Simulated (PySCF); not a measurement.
NMR shielding calculation of C4H13NOSi3

The run: NMR shielding calculation of C4H13NOSi3. Method and program: GIAO PBE0/pcSseg-1 NMR shielding, non-relativistic, gas phase (PySCF 2.14.0).

The geometry comes from this level: GFN2-xTB. It belongs to a series of runs on one base structure; here: H on Si replaced by ethynyl. Figures and captions count atoms from 1; the log counts them from 0 in places.

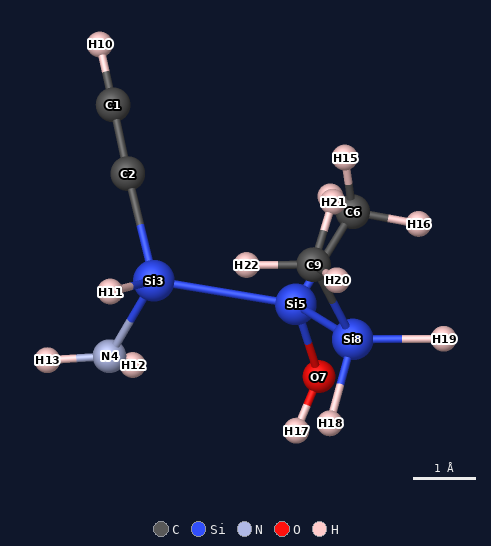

Figure 1. The structure as given in the input (ball-and-stick view, seen at a tilt; atoms are numbered from 1 in the order of the input).

Summary

| quantity | value |
| --- | --- |
| outcome | converged |
| total energy | −1157.960104 hartree |
| HOMO | −7.19 eV |
| LUMO | −0.82 eV |
| dipole moment | 1.29 D |
| isotropic shielding, C | 84.8 to 198.1 ppm |
| isotropic shielding, Si | 346.9 to 428.4 ppm |
| isotropic shielding, N | 255.7 ppm |
| isotropic shielding, O | 322.1 ppm |
| isotropic shielding, H | 26.9 to 32.0 ppm |
| hardware | 1 CPU thread, shared host |
| wall time | 1.9 min |
| peak memory | 1.1 GiB |

Input file
```
{"job": {"kind": "nmr", "xc": "PBE0", "basis": "pcSseg-1"}, "charge": 0, "multiplicity": 1}
C     -2.589036     0.942533     2.640350
C     -2.203882     0.314296     1.689188
Si    -1.601685    -0.588934     0.173690
N     -2.815035    -0.745726    -1.056062
Si     0.247688     0.446826    -0.795719
C      0.598455     2.107365     0.075035
O     -0.144326     0.965719    -2.310123
Si     2.194140    -0.823352    -0.905114
C      2.509941    -1.624622     0.788226
H     -2.925375     1.479703     3.481401
H     -1.412965    -1.980701     0.617623
H     -3.065810     0.074878    -1.584559
H     -3.649024    -1.274123    -0.852613
H     -0.275381     2.752535     0.083474
H      0.896219     1.946504     1.107202
H      1.398490     2.648532    -0.421359
H     -0.438003     0.364727    -2.987379
H      2.115789    -1.919269    -1.893354
H      3.423412    -0.097841    -1.274638
H      3.391030    -2.258071     0.769566
H      2.664946    -0.872452     1.556558
H      1.670001    -2.239926     1.097758
```

The first line tells a small driver script what to run in PySCF; the rest is the geometry in Å.

Command:
```bash
OMP_NUM_THREADS=1 python <driver script> task.json out
```

What the program printed
```
coarse grid: 19424 points
cycle   1  E = -1157.7157677309  dE =  6.956e-01  |g| = 9.451e-01  |ddm| = 4.241e+00
cycle   2  E = -1157.5063008581  dE =  2.095e-01  |g| = 1.387e+00  |ddm| = 2.269e+00
cycle   3  E = -1157.8949725923  dE = -3.887e-01  |g| = 1.714e-01  |ddm| = 1.648e+00
cycle   4  E = -1157.9008342679  dE = -5.862e-03  |g| = 5.015e-02  |ddm| = 2.123e-01
cycle   5  E = -1157.9013805364  dE = -5.463e-04  |g| = 1.554e-02  |ddm| = 5.536e-02
cycle   6  E = -1157.9014261184  dE = -4.558e-05  |g| = 9.036e-03  |ddm| = 1.930e-02
cycle   7  E = -1157.9014456326  dE = -1.951e-05  |g| = 2.102e-03  |ddm| = 7.320e-03
cycle   8  E = -1157.9014466767  dE = -1.044e-06  |g| = 4.824e-04  |ddm| = 2.099e-03
final grid: 172648 points
cycle   9  E = -1157.9600826400  dE = -3.493e-05  |g| = 9.793e-03  |ddm| = 3.145e-02
cycle  10  E = -1157.9600662457  dE =  1.639e-05  |g| = 1.321e-02  |ddm| = 1.954e-02
cycle  11  E = -1157.9601038578  dE = -3.761e-05  |g| = 1.286e-03  |ddm| = 1.187e-02
cycle  12  E = -1157.9601041663  dE = -3.084e-07  |g| = 3.301e-04  |ddm| = 1.434e-03
cycle  13  E = -1157.9601041835  dE = -1.729e-08  |g| = 1.701e-04  |ddm| = 3.650e-04
cycle  14  E = -1157.9601041900  dE = -6.443e-09  |g| = 6.123e-05  |ddm| = 1.532e-04
cycle  15  E = -1157.9601041909  dE = -9.161e-10  |g| = 1.294e-05  |ddm| = 5.799e-05
```

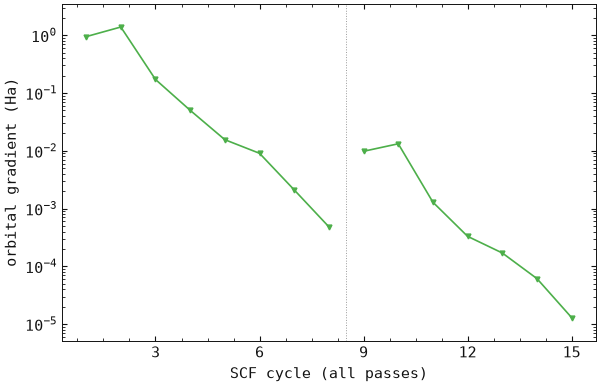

Figure 2. Convergence of the self-consistent field: orbital gradient against the SCF cycle. The dotted line marks the change from a coarse to the final integration grid. The first 8 cycles use a coarse grid, the final grid takes over at cycle 9, and the field converges after 15 cycles in all.

```
converged SCF energy = -1157.9601041909

GIAO shielding tensors (ppm)
atom      isotropic    diamagn.    paramagn.     s11        s22        s33       span
  0 C       84.756     260.610    -175.853      3.536     10.894    239.838    236.302
  1 C       94.376     263.963    -169.586     -8.472      0.975    290.627    299.098
  2 Si     413.702     880.892    -467.190    378.591    400.905    461.611     83.021
  3 N      255.687     315.185     -59.497    238.245    253.331    275.486     37.241
  4 Si     346.913     880.321    -533.409    295.222    320.842    424.674    129.451
  5 C      183.895     255.643     -71.748    170.867    188.828    191.989     21.122
  6 O      322.146     387.518     -65.372    273.457    313.188    379.793    106.336
  7 Si     428.362     881.617    -453.256    402.932    414.162    467.991     65.060
  8 C      198.120     254.219     -56.099    191.383    200.211    202.766     11.382
  9 H       29.711      33.383      -3.673     24.545     25.094     39.494     14.950
 10 H       26.863      30.567      -3.704     24.708     24.926     30.955      6.247
 11 H       31.368      31.160       0.209     23.967     28.807     41.330     17.363
 12 H       31.009      27.953       3.057     23.501     26.449     43.079     19.578
 13 H       30.690      32.133      -1.443     26.405     28.712     36.954     10.549
 14 H       31.737      33.777      -2.040     28.674     28.746     37.791      9.117
 15 H       30.877      30.895      -0.018     26.579     28.377     37.675     11.096
 16 H       31.288      32.545      -1.258     23.032     26.039     44.792     21.760
 17 H       27.781      30.273      -2.492     24.699     25.863     32.781      8.081
 18 H       27.739      30.024      -2.285     24.497     25.751     32.969      8.472
 19 H       31.462      27.826       3.636     26.261     27.909     40.215     13.954
 20 H       31.965      32.488      -0.523     27.169     30.228     38.498     11.330
 21 H       31.812      32.909      -1.097     26.637     30.296     38.502     11.866
```

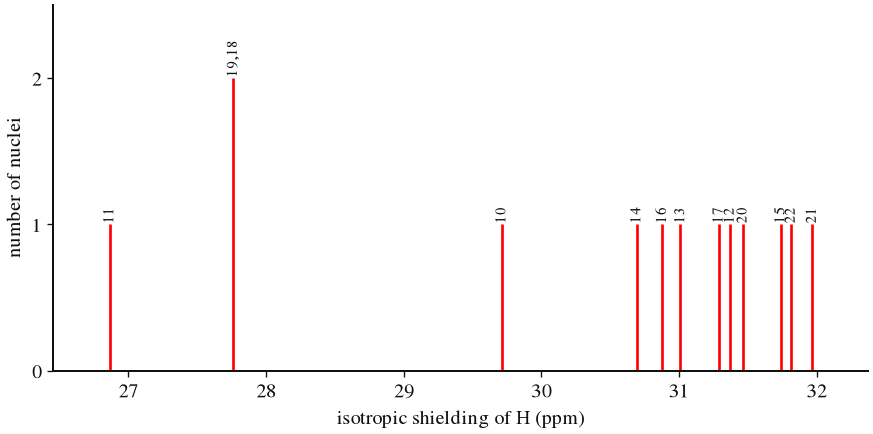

Figure 3. Isotropic shieldings of the hydrogen nuclei in this fixed geometry, labelled by atom number; shielding grows to the right, so chemical shift grows to the left. The least shielded is H11 (26.9 ppm), the most shielded H21 (32.0 ppm).

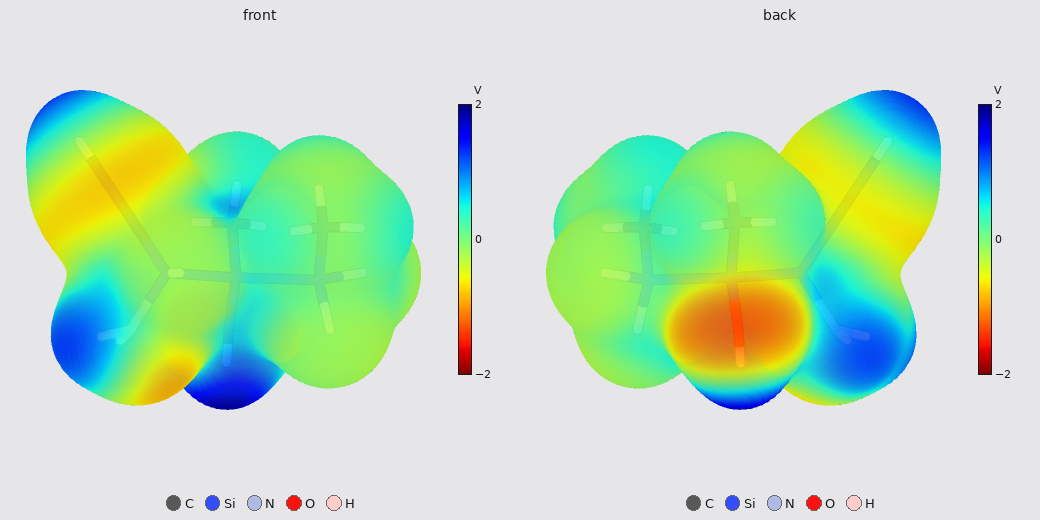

Figure 4. The electrostatic potential painted on the density surface at 0.001 e/bohr³, seen face on and from behind; red is negative and blue positive. Its dipole moment is 1.29 D.

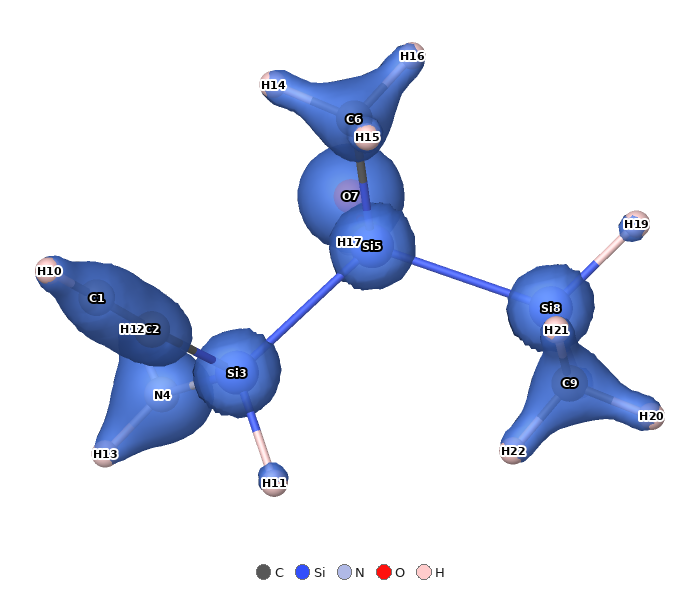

Figure 5. Isosurface of the electron density at 1.5 e/Å³ (blue), seen from the side. At this value the surface falls into eleven separate pieces. It is pinched off along the Si–O (1.65 Å), Si–N (1.73 Å) and C–Si (1.86 Å) contacts. On the grid the lowest density along these lines, outside the cores, is 2.8 e/Å³ (C–C, 1.20 Å), 0.94 e/Å³ (Si–O, 1.65 Å), 0.9 e/Å³ (Si–N, 1.73 Å) and 0.75 e/Å³ (C–Si, 1.86 Å).

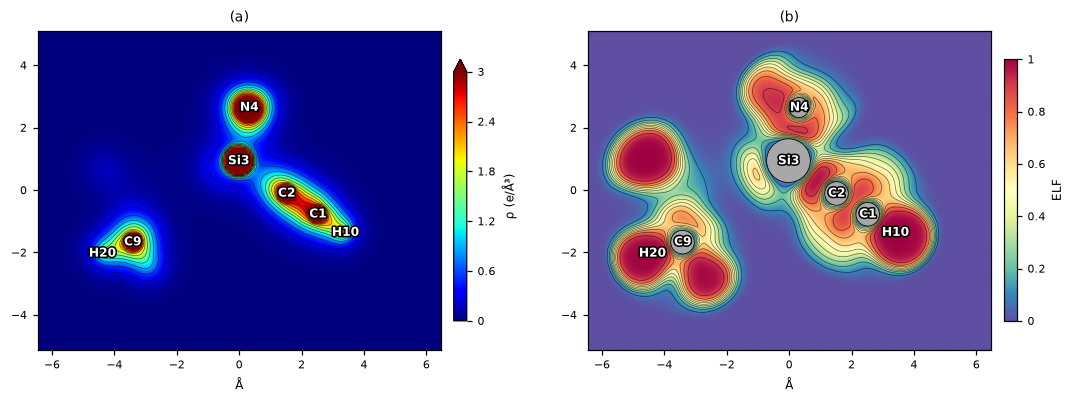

Figure 6. (a) total electron density; (b) electron localisation function on the plane of atoms C2, Si3 and N4. Grey discs, where drawn, cover atomic cores. C–C (1.20 Å): ρ at the midpoint is about 2.8 e/Å³; the ELF peaks at about 0.85 between the atoms; a double or triple bond. Si–N (1.73 Å): ρ at the midpoint is about 1.1 e/Å³; the ELF peaks at about 0.90 between the atoms, which marks a polar covalent bond.
